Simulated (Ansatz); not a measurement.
# C2H3BCl (charge -1): two geometries relaxed

Aim: relax the geometries before and after the shift of H5 from C1 to C2, and see whether they are two minima and how far apart in energy. SMILES of the start: [CH-]=CBCl.

All numbers below are computed with Ansatz 0.2.0 (RKS BHLYP-D4/def2-SVP).

## Step 1: The structure to begin with

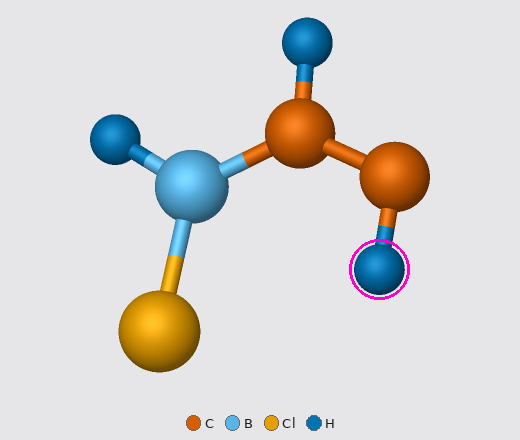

Start, viewed from a chosen angle; carbon orange, boron blue, chlorine amber, hydrogen blue. Ringed: H5.

Structure file:

```xyz
7

C    -1.4004    0.9425    0.1119
C    -0.1712    0.4480    0.5469
B     0.7720   -0.5206   -0.0677
Cl    0.4749   -1.3296   -1.6302
H    -1.6495    0.4586   -0.8830
H     0.1560    0.8596    1.5206
H     1.8182   -0.8586    0.4015
```

## Step 2: Relaxing end A

Input file input.yaml:

```yaml
crystal:
  periodic: [false, false, false]
  atoms:
    - { symbol: C, position_ang: [-1.40045, 0.94252, 0.11191] }
    - { symbol: C, position_ang: [-0.17119, 0.44803, 0.54689] }
    - { symbol: B, position_ang: [0.77198, -0.52056, -0.06774] }
    - { symbol: Cl, position_ang: [0.47488, -1.32963, -1.6302] }
    - { symbol: H, position_ang: [-1.6495, 0.45861, -0.88303] }
    - { symbol: H, position_ang: [0.15604, 0.85964, 1.52063] }
    - { symbol: H, position_ang: [1.81824, -0.85862, 0.40154] }
total_charge: -1
basis:
  gaussian: { orbitals: def2-SVP }
hamiltonian:
  xc: { name: BHLYP }
  dispersion: d4
relax:
  f_tol: 0.02
  max_steps: 50
output:
  orbitals: {}
```

Run with:

```bash
> ansatz run input.yaml --threads 1 --pin off --max-ram 2048MiB --backend cpu --events-out ev --progress --plain --runs-dir out
```

Standard output, cut to the lines that bear on the results:

```text
Warning: RAYON_NUM_THREADS=1 ignored (pool sized by the plan → 1); use --threads N
[...]
Functional definition: BHLYP
[...]
836 factors; integrals over basis functions are off by at most 2.7e-4 eV
[...]
mean field -15313.06657792 eV, -562.7448171692 hartree, gradient 3.5e-5 eV, S^2 0.000000; 0 other end points of the search recorded, 0 dependent functions left out
[...]
reference -15313.06672771 eV, -562.7448226740 hartree; 19, 19 occupied and 56, 56 virtual orbitals, 836 factors
relax step   1: F+E_penalty+E_count = -15313.25915418 eV  Δ(F+E_penalty+E_count) = +0.000e0 eV  max|allowed force component| = 7.200e-1 eV/Å  Δτ_max = 0.0000 Å  (29 SCF iters, accepted)
[...]
relax step   4: F+E_penalty+E_count = -15313.30014694 eV  Δ(F+E_penalty+E_count) = -8.776e-3 eV  max|allowed force component| = 1.245e-1 eV/Å  Δτ_max = 0.0216 Å  (35 SCF iters, accepted)
[...]
relax step   5: F+E_penalty+E_count = -15313.30052368 eV  Δ(F+E_penalty+E_count) = -3.767e-4 eV  max|allowed force component| = 8.636e-3 eV/Å  Δτ_max = 0.0027 Å  (28 SCF iters, accepted)
836 factors; integrals over basis functions are off by at most 2.7e-4 eV
mean field -15313.10821594 eV, -562.7463473384 hartree, gradient 1.6e-5 eV, S^2 0.000000; 1 other end points of the search recorded, 0 dependent functions left out
[...]
reference -15313.10836468 eV, -562.7463528043 hartree; 19, 19 occupied and 56, 56 virtual orbitals, 836 factors
Total energy: -15313.30067241 eV, -562.7534199831 hartree
Atom 0 at    -1.410593     0.934127     0.101694 Å, force     0.004932    -0.004540    -0.001589 eV/Å
Atom 1 at    -0.183911     0.470133     0.563316 Å, force     0.004256    -0.000901     0.001614 eV/Å
Atom 2 at     0.750897    -0.504857    -0.066333 Å, force    -0.008636     0.002088    -0.001758 eV/Å
Atom 3 at     0.446782    -1.330434    -1.666804 Å, force     0.003283    -0.000348     0.002106 eV/Å
Atom 4 at    -1.583451     0.422420    -0.874631 Å, force     0.000597     0.000725     0.000892 eV/Å
Atom 5 at     0.172442     0.863373     1.531498 Å, force    -0.005997     0.007264     0.005459 eV/Å
Atom 6 at     1.807833    -0.854773     0.411261 Å, force     0.001565    -0.004287    -0.006724 eV/Å
Dipole moment:     0.686336    -0.774466    -0.555085 e Å
```

Wall time 13 s (1 thread of Arm Neoverse V2, shared host); peak memory 0.14 GiB.

Relaxation path:

| step | energy from step 1 (eV) | largest force component (eV/Å) |
| --- | --- | --- |
| 1 | 0.0000 | 0.7200 |
| 2 | -0.0322 | 0.3608 |
| 3x | -0.0272 | 0.3267 |
| 4 | -0.0410 | 0.1245 |
| 5 | -0.0414 | 0.0086 |

Step 1 is the start. 1 step was tried and not accepted (marked x).

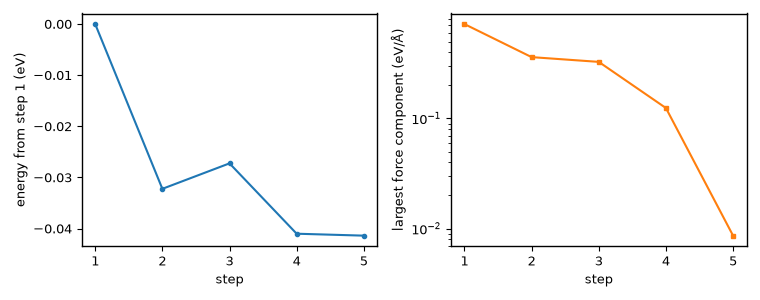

How energy and force went from step to step.

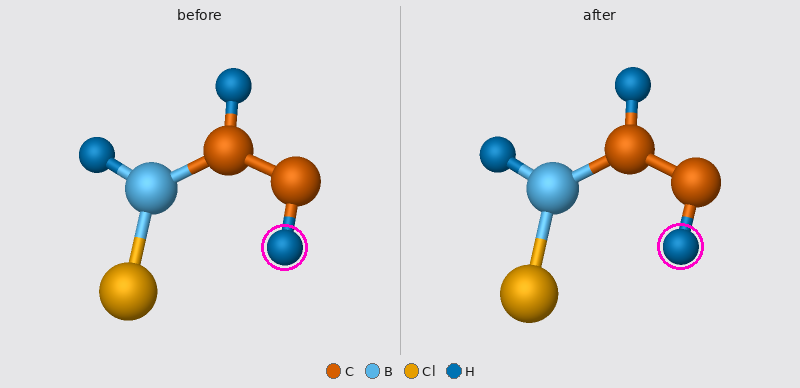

Before and after, at one scale.

After: Bond lengths: C1–C2 1.390 Å, C2–B3 1.490 Å, B3–Cl4 1.826 Å, C1–H5 1.116 Å, C2–H6 1.104 Å, B3–H7 1.211 Å. Angles: C1–C2–B3 129.2°, C1–C2–H6 117.2°, B3–C2–H6 113.6°, C2–C1–H5 105.9°, C2–B3–Cl4 124.2°, C2–B3–H7 124.7°, Cl4–B3–H7 111.1°.

## Step 3: Relaxing end B

The second end starts from a geometry with the move made by hand.

input.yaml: that of step 2 with these lines changed.

```diff
@@ -7,3 +7,3 @@
     - { symbol: Cl, position_ang: [0.47488, -1.32963, -1.6302] }
-    - { symbol: H, position_ang: [-1.6495, 0.45861, -0.88303] }
+    - { symbol: H, position_ang: [-0.65579, 0.13216, -0.37695] }
     - { symbol: H, position_ang: [0.15604, 0.85964, 1.52063] }
```

Run with:

```bash
> ansatz run input.yaml --threads 1 --pin off --max-ram 2048MiB --backend cpu --events-out ev --progress --plain --runs-dir out
```

Standard output, cut to the lines that bear on the results:

```text
Warning: RAYON_NUM_THREADS=1 ignored (pool sized by the plan → 1); use --threads N
[...]
[... 1 set-up line as earlier in the session ...]
[...]
831 factors; integrals over basis functions are off by at most 2.4e-4 eV
[...]
mean field -15308.79288829 eV, -562.5877619720 hartree, gradient 9.3e-6 eV, S^2 0.000000; 0 other end points of the search recorded, 0 dependent functions left out
[...]
reference -15308.79304166 eV, -562.5877676083 hartree; 19, 19 occupied and 56, 56 virtual orbitals, 831 factors
relax step   1: F+E_penalty+E_count = -15308.97663042 eV  Δ(F+E_penalty+E_count) = +0.000e0 eV  max|allowed force component| = 6.532e0 eV/Å  Δτ_max = 0.0000 Å  (33 SCF iters, accepted)
[...]
relax step   4: F+E_penalty+E_count = -15312.79097077 eV  Δ(F+E_penalty+E_count) = -8.633e-1 eV  max|allowed force component| = 2.146e0 eV/Å  Δτ_max = 0.1951 Å  (34 SCF iters, accepted)
[...]
mean field -15313.10819748 eV, -562.7463466599 hartree, gradient 1.4e-5 eV, S^2 0.000000; 1 other end points of the search recorded, 0 dependent functions left out
[...]
reference -15313.10834699 eV, -562.7463521541 hartree; 19, 19 occupied and 56, 56 virtual orbitals, 832 factors
Total energy: -15313.30069307 eV, -562.7534207422 hartree
Atom 0 at    -1.278841     0.871868     0.156297 Å, force    -0.005407     0.002045    -0.002453 eV/Å
Atom 1 at    -0.049788     0.427743     0.630609 Å, force     0.001834    -0.001273     0.000386 eV/Å
Atom 2 at     0.898574    -0.543515     0.015612 Å, force     0.001494    -0.000408    -0.000039 eV/Å
Atom 3 at     0.611376    -1.388820    -1.577737 Å, force     0.000189     0.000204     0.000774 eV/Å
Atom 4 at    -1.440008     0.347741    -0.815398 Å, force     0.002215     0.000035     0.002345 eV/Å
Atom 5 at     0.294954     0.836569     1.596641 Å, force     0.000598    -0.000664    -0.000320 eV/Å
Atom 6 at     1.957443    -0.878047     0.500056 Å, force    -0.000924     0.000061    -0.000694 eV/Å
Dipole moment:     0.697447    -0.771922    -0.542655 e Å
```

Run time: 32 s. Hardware: 1 thread of Arm Neoverse V2, shared host; peak memory 0.14 GiB.

Relaxation path:

| step | energy from step 1 (eV) | largest force component (eV/Å) |
| --- | --- | --- |
| 1 | 0.0000 | 6.5321 |
| 2 | -1.4862 | 5.0631 |
| 3 | -2.9511 | 3.3547 |
| 4 | -3.8143 | 2.1458 |
| 5 | -3.9655 | 1.3813 |
| 6 | -4.2566 | 0.9605 |
| 7 | -4.2987 | 0.7699 |
| 8 | -4.3039 | 0.9474 |
| 9 | -4.3227 | 0.1726 |
| 10 | -4.3228 | 0.1016 |
| 11 | -4.3238 | 0.0503 |
| 12 | -4.3239 | 0.0474 |
| 13 | -4.3239 | 0.0054 |

Step 1 is the start.

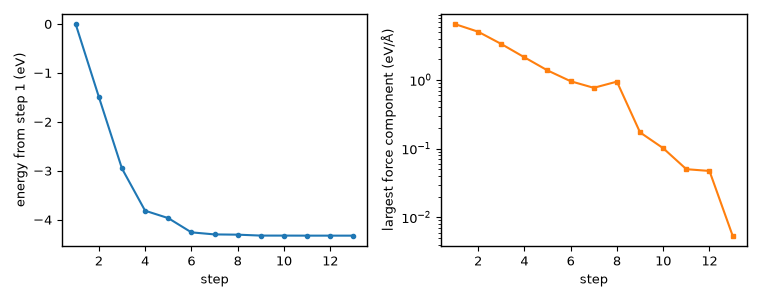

How energy and force went from step to step.

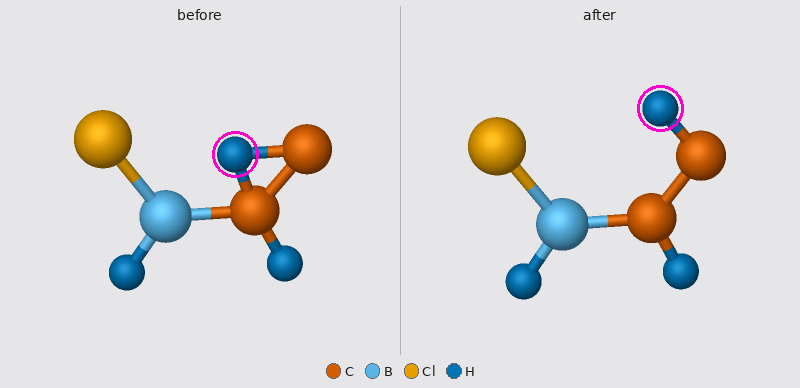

Before and after, at one scale.

After: Bond lengths: C1–C2 1.390 Å, C2–B3 1.490 Å, B3–Cl4 1.826 Å, C1–H5 1.116 Å, C2–H6 1.104 Å, B3–H7 1.212 Å. Angles: C1–C2–B3 129.0°, C1–C2–H6 117.1°, B3–C2–H6 113.8°, C2–C1–H5 105.9°, C2–B3–Cl4 124.2°, C2–B3–H7 124.8°, Cl4–B3–H7 111.0°.

Pairs that crossed the distance rule for bonds on the way: moved apart C2–H5.

## Step 4: Summary of results

| quantity | value |
| --- | --- |
| end A | 3 moves, 0.041 eV lower |
| end B | 12 moves, 4.324 eV lower |
| largest difference between the ends | 0.00 Å |
| end B relative to end A | -0.000 eV |

**Reading.** Both starts fell into the same minimum (no atom differs by more than 0.00 Å), so from this start no second minimum was found and no band was run; another arrangement could still be one.
